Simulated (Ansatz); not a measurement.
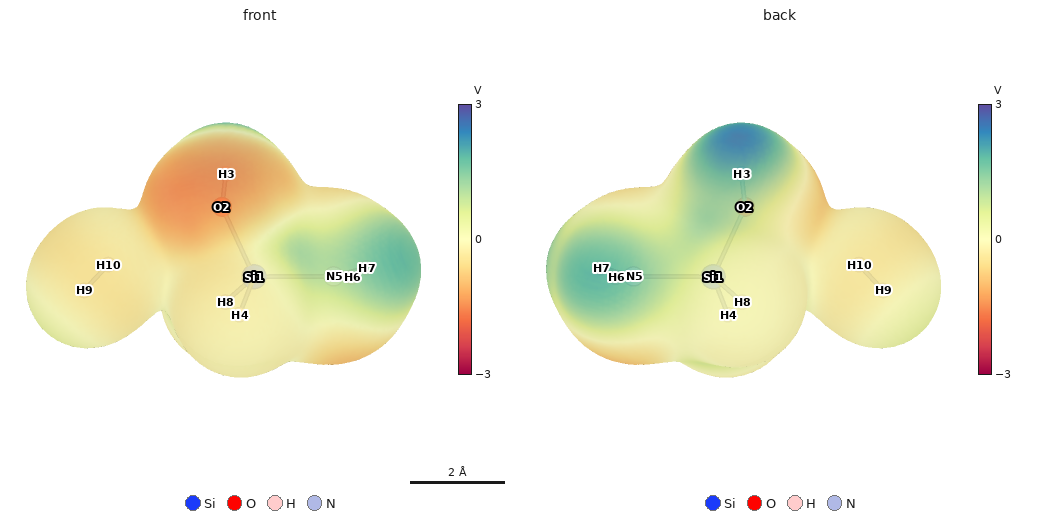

Figure 1: H5NOSi···H2. The electrostatic potential painted on the density surface at 0.002 e/bohr³, seen from the front and from behind; red is negative and blue positive.

Level of theory: RKS PBE0-D4/def2-SVPD (Ansatz).

```xyz
10

Si   -0.1617    0.3228    0.0057
O    -0.1074    0.2627    1.6841
H    -0.9416    0.2102    2.1553
H     1.2775    0.4007   -0.3510
N    -1.0285    1.6484   -0.6700
H    -1.9679    1.5558   -1.0273
H    -0.7307    2.6111   -0.6040
H    -0.8372   -0.8943   -0.5305
H     1.5608   -2.6906    1.1413
H     1.2837   -2.0668    1.4790
```

Question: Which sites attract a positive test charge, and which a negative one?

Answer: A positive charge is drawn to the negative regions and a negative charge to the positive ones. The most negative region (about −1.5 V) lies over O2, the most positive (about +2.4 V) over H3. O2 is the likeliest acceptor of a hydrogen bond.
